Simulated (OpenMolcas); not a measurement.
SiH₂Br₂: geometry relaxation (part 2 of 4)

The same run, continued: SiH₂Br₂; HF/aug-pcseg-1, RHF (OpenMolcas 26.06). The geometry comes from this level: PBE0-D4/def2-TZVP.

Geometry of the input (Å):
```
Br -1.6727  -1.2393  0.3623
Si 0.1582  -0.0463  0.0547
Br -0.2956  1.8142  -1.0420
H  1.1034  -0.8432  -0.7517
H  0.7066  0.3146  1.3767
```

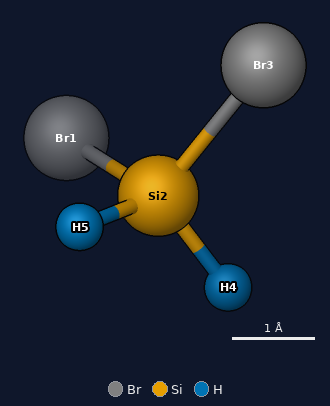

Fig. 1: The structure as given in the input (ball-and-stick view, seen at a tilt; atoms are numbered from 1 in the order of the input).

The program's output, continued
```
 ******************************************
 * Statistics of the internal coordinates *
 ******************************************
 Translations and Rotations:         0
 Bonds                     :         4
 Angles                    :         6
 Torsions                  :         0
 Out-of-plane angles       :         0

**********************************************************************************************************************
*                                    Energy Statistics for Geometry Optimization                                     *
**********************************************************************************************************************
                       Energy     Grad      Grad              Step                 Estimated   Geom       Hessian
Iter      Energy       Change     Norm      Max    Element    Max     Element     Final Energy Update Update   Index
  1  -5434.34508393  0.00000000 0.020428 -0.013548 nrc002  -0.034211  nrc002    -5434.34531854 RS-RFO  None      0

       +----------------------------------+----------------------------------+
       +    Cartesian Displacements       +    Gradient in internals         +
       +  Value      Threshold Converged? +  Value      Threshold Converged? +
 +-----+----------------------------------+----------------------------------+
 + RMS + 1.3487E-02  1.2000E-03     No    + 7.7210E-03  3.0000E-04     No    +
 +-----+----------------------------------+----------------------------------+
 + Max + 1.4568E-02  1.8000E-03     No    + 1.3548E-02  4.5000E-04     No    +
 +-----+----------------------------------+----------------------------------+

 Convergence not reached yet!

*****************************************************************************************************************
*****************************************************************************************************************

++ Geometry section

********************************************************************************
  Geometrical information of the new structure
********************************************************************************

 *********************************************************
 * Nuclear coordinates for the next iteration / bohr     *
 *********************************************************
  ATOM              X               Y               Z
  BR1             -3.165458       -2.354278        0.690541
  SI2              0.307165       -0.089720        0.106076
  BR3             -0.552344        3.440295       -1.974504
  H4               2.078116       -1.585916       -1.410615
  H5               1.332502        0.589600        2.588501

 *********************************************************
 * Nuclear coordinates for the next iteration / angstrom *
 *********************************************************
  ATOM              X               Y               Z
  BR1             -1.675088       -1.245830        0.365419
  SI2              0.162545       -0.047478        0.056133
  BR3             -0.292288        1.820526       -1.044862
  H4               1.099692       -0.839231       -0.746465
  H5               0.705130        0.312003        1.369776

                    ***************************************
                    *    InterNuclear Distances / bohr    *
                    ***************************************

               1 BR1           2 SI2           3 BR3           4 H4            5 H5
    1 BR1      0.000000
    2 SI2      4.186758        0.000000
    3 BR3      6.892598        4.186714        0.000000
    4 H4       5.700904        2.770419        5.700885        0.000000
    5 H5       5.700905        2.770420        5.700888        4.613213        0.000000

                    *******************************************
                    *    InterNuclear Distances / angstrom    *
                    *******************************************

               1 BR1           2 SI2           3 BR3           4 H4            5 H5
    1 BR1      0.000000
    2 SI2      2.215537        0.000000
    3 BR3      3.647406        2.215514        0.000000
    4 H4       3.016789        1.466043        3.016779        0.000000
    5 H5       3.016789        1.466043        3.016780        2.441207        0.000000

                    **************************************
                    *    Valence Bond Angles / degree    *
                    **************************************
                          Atom centers                 Phi
                      4 H4       2 SI2      5 H5       112.73
--
--- Stop Module: slapaf /rc=_RC_CONTINUE_LOOP_ ---

>>> END DO

--- Start Module: seward ---
--- Stop Module: seward /rc=_RC_ALL_IS_WELL_ ---
--- Module seward spent 6 seconds ---

--- Start Module: scf ---
--- Stop Module: scf /rc=_RC_ALL_IS_WELL_ ---
--- Module scf spent 5 seconds ---

--- Start Module: slapaf ---
--- Stop Module: slapaf /rc=_RC_INVOKED_OTHER_MODULE_ ---

--- Start Module: alaska ---
--- Stop Module: alaska /rc=_RC_ALL_IS_WELL_ ---
--- Module alaska spent 13 seconds ---

--- Start Module: slapaf ---

**********************************************************************************************************************
*                                    Energy Statistics for Geometry Optimization                                     *
**********************************************************************************************************************
                       Energy     Grad      Grad              Step                 Estimated   Geom       Hessian
Iter      Energy       Change     Norm      Max    Element    Max     Element     Final Energy Update Update   Index
  1  -5434.34508393  0.00000000 0.020428 -0.013548 nrc002  -0.034211  nrc002    -5434.34531854 RS-RFO  None      0
  2  -5434.34543088 -0.00034695 0.011014 -0.007000 nrc002  -0.036497  nrc002    -5434.34557432 RS-RFO  BFGS      0

       +----------------------------------+----------------------------------+
       +    Cartesian Displacements       +    Gradient in internals         +
       +  Value      Threshold Converged? +  Value      Threshold Converged? +
 +-----+----------------------------------+----------------------------------+
 + RMS + 1.4198E-02  1.2000E-03     No    + 4.9254E-03  3.0000E-04     No    +
 +-----+----------------------------------+----------------------------------+
 + Max + 1.8704E-02  1.8000E-03     No    + 7.0004E-03  4.5000E-04     No    +
 +-----+----------------------------------+----------------------------------+

 Convergence not reached yet!

*****************************************************************************************************************
*****************************************************************************************************************

++ Geometry section

********************************************************************************
  Geometrical information of the new structure
********************************************************************************

 *********************************************************
 * Nuclear coordinates for the next iteration / bohr     *
 *********************************************************
  ATOM              X               Y               Z
  BR1             -3.172245       -2.370059        0.697861
  SI2              0.320043       -0.093469        0.110516
  BR3             -0.545001        3.455944       -1.981646
  H4               2.071530       -1.584359       -1.413626
  H5               1.325653        0.591923        2.586895

 *********************************************************
 * Nuclear coordinates for the next iteration / angstrom *
 *********************************************************
  ATOM              X               Y               Z
  BR1             -1.678680       -1.254181        0.369292
  SI2              0.169359       -0.049461        0.058483
  BR3             -0.288402        1.828807       -1.048642
  H4               1.096207       -0.838407       -0.748058
  H5               0.701505        0.313232        1.368926

--
--- Stop Module: slapaf /rc=_RC_CONTINUE_LOOP_ ---

>>> END DO

--- Start Module: seward ---
--- Stop Module: seward /rc=_RC_ALL_IS_WELL_ ---
--- Module seward spent 6 seconds ---

--- Start Module: scf ---
--- Stop Module: scf /rc=_RC_ALL_IS_WELL_ ---
--- Module scf spent 5 seconds ---

--- Start Module: slapaf ---
--- Stop Module: slapaf /rc=_RC_INVOKED_OTHER_MODULE_ ---

--- Start Module: alaska ---
--- Stop Module: alaska /rc=_RC_ALL_IS_WELL_ ---
--- Module alaska spent 14 seconds ---

--- Start Module: slapaf ---

**********************************************************************************************************************
*                                    Energy Statistics for Geometry Optimization                                     *
**********************************************************************************************************************
                       Energy     Grad      Grad              Step                 Estimated   Geom       Hessian
Iter      Energy       Change     Norm      Max    Element    Max     Element     Final Energy Update Update   Index
  1  -5434.34508393  0.00000000 0.020428 -0.013548 nrc002  -0.034211  nrc002    -5434.34531854 RS-RFO  None      0
  2  -5434.34543088 -0.00034695 0.011014 -0.007000 nrc002  -0.036497  nrc002    -5434.34557432 RS-RFO  BFGS      0
  3  -5434.34559251 -0.00016163 0.002760  0.002669 nrc004   0.009258  nrc004    -5434.34560893 RS-RFO  BFGS      0

       +----------------------------------+----------------------------------+
       +    Cartesian Displacements       +    Gradient in internals         +
       +  Value      Threshold Converged? +  Value      Threshold Converged? +
 +-----+----------------------------------+----------------------------------+
 + RMS + 7.8593E-03  1.2000E-03     No    + 1.1268E-03  3.0000E-04     No    +
 +-----+----------------------------------+----------------------------------+
 + Max + 8.9142E-03  1.8000E-03     No    + 2.6691E-03  4.5000E-04     No    +
 +-----+----------------------------------+----------------------------------+

 Convergence not reached yet!

*****************************************************************************************************************
*****************************************************************************************************************

++ Geometry section

********************************************************************************
  Geometrical information of the new structure
********************************************************************************

 *********************************************************
 * Nuclear coordinates for the next iteration / bohr     *
 *********************************************************
  ATOM              X               Y               Z
  BR1             -3.180349       -2.373738        0.698351
  SI2              0.317676       -0.092793        0.109707
  BR3             -0.548273        3.462936       -1.986061
  H4               2.077776       -1.584527       -1.407903
  H5               1.333151        0.588103        2.585905

 *********************************************************
 * Nuclear coordinates for the next iteration / angstrom *
 *********************************************************
  ATOM              X               Y               Z
  BR1             -1.682968       -1.256128        0.369551
  SI2              0.168107       -0.049104        0.058055
  BR3             -0.290134        1.832507       -1.050978
  H4               1.099512       -0.838496       -0.745030
  H5               0.705473        0.311211        1.368402

--
--- Stop Module: slapaf /rc=_RC_CONTINUE_LOOP_ ---

>>> END DO

--- Start Module: seward ---
--- Stop Module: seward /rc=_RC_ALL_IS_WELL_ ---
--- Module seward spent 6 seconds ---

--- Start Module: scf ---
--- Stop Module: scf /rc=_RC_ALL_IS_WELL_ ---
--- Module scf spent 5 seconds ---

--- Start Module: slapaf ---
--- Stop Module: slapaf /rc=_RC_INVOKED_OTHER_MODULE_ ---

--- Start Module: alaska ---
--- Stop Module: alaska /rc=_RC_ALL_IS_WELL_ ---
--- Module alaska spent 13 seconds ---

--- Start Module: slapaf ---

**********************************************************************************************************************
*                                    Energy Statistics for Geometry Optimization                                     *
**********************************************************************************************************************
                       Energy     Grad      Grad              Step                 Estimated   Geom       Hessian
Iter      Energy       Change     Norm      Max    Element    Max     Element     Final Energy Update Update   Index
  1  -5434.34508393  0.00000000 0.020428 -0.013548 nrc002  -0.034211  nrc002    -5434.34531854 RS-RFO  None      0
  2  -5434.34543088 -0.00034695 0.011014 -0.007000 nrc002  -0.036497  nrc002    -5434.34557432 RS-RFO  BFGS      0
  3  -5434.34559251 -0.00016163 0.002760  0.002669 nrc004   0.009258  nrc004    -5434.34560893 RS-RFO  BFGS      0
  4  -5434.34560909 -0.00001658 0.001011  0.000834 nrc004  -0.006210  nrc009    -5434.34561340 RS-RFO  BFGS      0

       +----------------------------------+----------------------------------+
       +    Cartesian Displacements       +    Gradient in internals         +
       +  Value      Threshold Converged? +  Value      Threshold Converged? +
 +-----+----------------------------------+----------------------------------+
 + RMS + 5.0173E-03  1.2000E-03     No    + 4.5223E-04  3.0000E-04     No    +
 +-----+----------------------------------+----------------------------------+
 + Max + 7.4878E-03  1.8000E-03     No    + 8.3396E-04  4.5000E-04     No    +
 +-----+----------------------------------+----------------------------------+

 Convergence not reached yet!
```
